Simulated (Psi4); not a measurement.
# MP2/aug-cc-pVDZ run of AlHSF2 (SMILES [F][Al]([F])[SH])

Aim: the vertical singlet–triplet gap of AlHSF2 at MP2/aug-cc-pVDZ, from 2 runs. 

The calculation is run with Psi4 1.11.

1 further run of the same task is left out (set aside as unsound or not needed).

### Step 1. The molecule

AlHSF2 has 5 atoms, charge 0, and is taken as a singlet. SMILES: `[F][Al]([F])[SH]`. Geometry: relaxed at PBE0-D4/def2-TZVP.

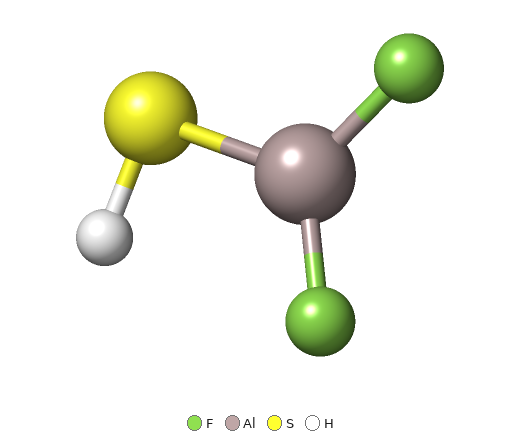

The structure, seen from a chosen angle (fluorine green, aluminium light grey, sulfur yellow, hydrogen white).

### Step 2. A single-point energy at MP2/aug-cc-pVDZ

alf2hs.xyz

```xyz
5
AlF2HS
F      0.892200     0.387900     1.495500
Al     0.340300    -0.464700     0.211000
F      0.820600    -2.015600     0.014600
S     -1.003400     0.425700    -1.216000
H     -0.999700     1.593000    -0.546400
```

job.py

```python
import psi4

psi4.set_memory('1600 MB')
psi4.set_num_threads(1)
psi4.set_output_file('run.log', False)

with open('alf2hs.xyz') as f:
    atoms = ''.join(f.readlines()[2:])
mol = psi4.geometry('0 1\n' + atoms + 'symmetry c1\nno_reorient\nno_com')

options = {'basis': 'aug-cc-pVDZ', 'puream': True, 'e_convergence': 1e-09, 'd_convergence': 1e-08, 'scf_type': 'pk', 'num_frozen_docc': 12, 'mp2_type': 'conv'}
psi4.set_options(options)

energy_value = psi4.energy("mp2")
print('E =', round(energy_value, 9))
for k, v in sorted(psi4.core.scalar_variables().items()):
    print(f'{k:45s} {v:18.10f}')
```

Run with:

```console
$ python job.py
```

run.log:

```text
[...]
  Running in c1 symmetry.
[...]
  Nuclear repulsion =  199.896858416041454
[...]
  Multiplicity = 1
[...]
  Nalpha       = 24
  Nbeta        = 24
[...]
    Number of basis functions: 109
[...]
   @RHF iter   1:  -839.03068717218821   -1.07028e+00   5.00671e-03 ADIIS/DIIS
[...]
   @RHF iter  11:  -839.14590790739510   -1.38698e-11   8.49606e-09 DIIS
[...]
    Orbital Energies [Eh]
    ---------------------
    Doubly Occupied:
       1A    -91.975565     2A    -58.561214     3A    -26.291697
       4A    -26.289225     5A     -8.979937     6A     -6.661596
       7A     -6.660665     8A     -6.658775     9A     -4.970823
      10A     -3.287382    11A     -3.286189    12A     -3.285766
      13A     -1.573643    14A     -1.564805    15A     -0.983818
      16A     -0.717755    17A     -0.681083    18A     -0.657520
      19A     -0.652364    20A     -0.638812    21A     -0.634848
      22A     -0.566172    23A     -0.475864    24A     -0.410969
[...]
  @RHF Final Energy:  -839.14590790739510
   => Energetics <=
    Nuclear Repulsion Energy =            199.8968584160414537
    One-Electron Energy =               -1565.1525609573964175
    Two-Electron Energy =                 526.1097946339599503
    Total Energy =                       -839.1459079073950988
[...]
 Multipole Moments:
 ------------------------------------------------------------------------------------
     Multipole            Electronic (a.u.)      Nuclear  (a.u.)        Total (a.u.)
 ------------------------------------------------------------------------------------
 L = 1.  Multiply by 2.5417464519 to convert [e a0] to [Debye]
 Dipole X            :         -5.5209973            5.2628873           -0.2581100
 Dipole Y            :         23.6794319          -23.2175531            0.4618788
 Dipole Z            :          6.8239018           -6.9324603           -0.1085585
 Magnitude           :                                                    0.5401275
[...]
	SCS-MP2 Total Energy (a.u.)        :  -839.73892050289396
	SOS-MP2 Total Energy (a.u.)        :  -839.68410076955843
	SCSN-MP2 Total Energy (a.u.)       :  -839.43535609940693
[...]
	SOS-PI-MP2 Total Energy (a.u.)     :  -839.77379957991900
[...]
	MP2 Total Energy (a.u.)            :  -839.75886115920457
[...]
```

The script printed:

```text
E = -839.758861159
CURRENT CORRELATION ENERGY                         -0.6129532518
CURRENT ENERGY                                   -839.7588611592
CURRENT REFERENCE ENERGY                         -839.1459079074
DD SOLVATION ENERGY                                 0.0000000000
HF KINETIC ENERGY                                 838.9266723904
HF POTENTIAL ENERGY                             -1678.0725802978
HF TOTAL ENERGY                                  -839.1459079074
HF VIRIAL RATIO                                     2.0002613286
MP2 CORRELATION ENERGY                             -0.6129532518
MP2 DOUBLES ENERGY                                 -0.6129532518
MP2 OPPOSITE-SPIN CORRELATION ENERGY               -0.4484940518
MP2 SAME-SPIN CORRELATION ENERGY                   -0.1644592000
MP2 SINGLES ENERGY                                  0.0000000000
MP2 TOTAL ENERGY                                 -839.7588611592
NUCLEAR REPULSION ENERGY                          199.8968584160
ONE-ELECTRON ENERGY                             -1565.1525609574
PCM POLARIZATION ENERGY                             0.0000000000
PE ENERGY                                           0.0000000000
SCF ITERATION ENERGY                             -839.1459079074
SCF ITERATIONS                                     11.0000000000
SCF TOTAL ENERGY                                 -839.1459079074
SCS(N)-MP2 CORRELATION ENERGY                      -0.2894481920
SCS(N)-MP2 TOTAL ENERGY                          -839.4353560994
SCS-MP2 CORRELATION ENERGY                         -0.5930125955
SCS-MP2 TOTAL ENERGY                             -839.7389205029
SCS-MP2-VDW CORRELATION ENERGY                     -0.6563019863
SCS-MP2-VDW TOTAL ENERGY                         -839.8022098937
SOS-MP2 CORRELATION ENERGY                         -0.5381928622
SOS-MP2 TOTAL ENERGY                             -839.6841007696
SOS-PI-MP2 CORRELATION ENERGY                      -0.6278916725
SOS-PI-MP2 TOTAL ENERGY                          -839.7737995799
TWO-ELECTRON ENERGY                               526.1097946340
```

Run time: 20 s. Hardware: 1 thread of AMD EPYC 7R43 (Zen 3), shared host; peak memory 0.75 GiB.

### Step 3. The triplet

alf2hs.xyz is that of step 2.

run.py

```python
import numpy as np
from ase.calculators.psi4 import Psi4
from ase.io import read

atoms = read('alf2hs.xyz')
calc = Psi4(atoms=atoms, method='mp2', basis='aug-cc-pVDZ', memory='1600MB', num_threads=1, charge=0, multiplicity=3, label='calc', reference='uhf')
calc.psi4.set_options({'puream': True, 'e_convergence': 1e-09, 'd_convergence': 1e-08, 'scf_type': 'pk', 'num_frozen_docc': 12, 'mp2_type': 'conv', 'maxiter': 200})
atoms.calc = calc

print(f'energy: {atoms.get_potential_energy():.6f} eV')
```

Run with:

```console
$ python run.py
```

calc.dat:

```text
[...]
  Running in c1 symmetry.
[...]
  Nuclear repulsion =  199.896858416041425
[...]
  Multiplicity = 3
[...]
  Nalpha       = 25
  Nbeta        = 23
[...]
    Number of basis functions: 109
[...]
   @UHF iter   1:  -838.78684411296479   -8.26440e-01   5.36539e-03 ADIIS/DIIS
[...]
   @UHF iter  23:  -838.94540586093569   -9.20863e-12   4.82830e-09 DIIS
[...]
   @S^2 Observed:                2.013286933E+00
[...]
    Orbital Energies [Eh]
    ---------------------
    Alpha Occupied:
       1A    -92.114299     2A    -58.553052     3A    -26.268713
       4A    -26.268562     5A     -9.122070     6A     -6.815051
       7A     -6.797050     8A     -6.796961     9A     -4.964819
      10A     -3.278783    11A     -3.277361    12A     -3.276979
      13A     -1.554875    14A     -1.546449    15A     -1.144960
      16A     -0.710845    17A     -0.681836    18A     -0.662096
      19A     -0.640074    20A     -0.630586    21A     -0.611769
      22A     -0.610555    23A     -0.593798    24A     -0.586629
      25A     -0.171349
    Alpha Virtual:
[...]
  @UHF Final Energy:  -838.94540586093569
   => Energetics <=
    Nuclear Repulsion Energy =            199.8968584160414252
    One-Electron Energy =               -1563.3896103800514084
    Two-Electron Energy =                 524.5473461030743465
    Total Energy =                       -838.9454058609356935
  UHF NO Occupations:
  HONO-2 :   23  A 1.9952387
  HONO-1 :   24  A 1.0000000
[...]
 Multipole Moments:
 ------------------------------------------------------------------------------------
     Multipole            Electronic (a.u.)      Nuclear  (a.u.)        Total (a.u.)
 ------------------------------------------------------------------------------------
 L = 1.  Multiply by 2.5417464519 to convert [e a0] to [Debye]
 Dipole X            :          1.4638807           -2.7319632           -1.2680825
 Dipole Y            :         -1.9687618            2.9375710            0.9688092
 Dipole Z            :          0.9788884           -2.2598799           -1.2809915
 Magnitude           :                                                    2.0463538
[...]
	SCS-MP2 Total Energy (a.u.)        :  -839.52151938899237
	SOS-MP2 Total Energy (a.u.)        :  -839.46670374562882
	SCSN-MP2 Total Energy (a.u.)       :  -839.23483245789532
[...]
	SOS-PI-MP2 Total Energy (a.u.)     :  -839.55358672641103
[...]
	MP2 Total Energy (a.u.)            :  -839.54426769493728
[...]
```

Standard output:

```text
energy: -22845.163153 eV
```

Run time: 23 s. Hardware: 1 thread of AMD EPYC 7R43 (Zen 3), shared host; peak memory 0.78 GiB.

### Step 4. Outcome

At MP2/aug-cc-pVDZ, 12 core orbitals frozen:

| quantity | value |
| --- | --- |
| singlet: total energy | -839.75886 Eh |
| singlet: HOMO energy (Hartree–Fock orbitals) | -11.18 eV |
| singlet: LUMO energy (Hartree–Fock orbitals) | 0.61 eV |
| singlet: HOMO–LUMO gap (Hartree–Fock orbitals) | 11.79 eV |
| singlet: correlation energy (12 core orbitals frozen) | -613.0 mEh |
| triplet: total energy | -839.54427 Eh |
| triplet: HOMO energy (Hartree–Fock orbitals) (highest over α and β) | -4.66 eV |
| triplet: LUMO energy (Hartree–Fock orbitals) (lowest over α and β) | -3.10 eV |
| triplet: correlation energy (12 core orbitals frozen) | -598.9 mEh |
| triplet: ⟨S²⟩ of the reference determinant | 2.013 |
| vertical energy of the triplet above the singlet | 5.839 eV |

At this shape the triplet lies 5.84 eV (135 kcal/mol) above the singlet.
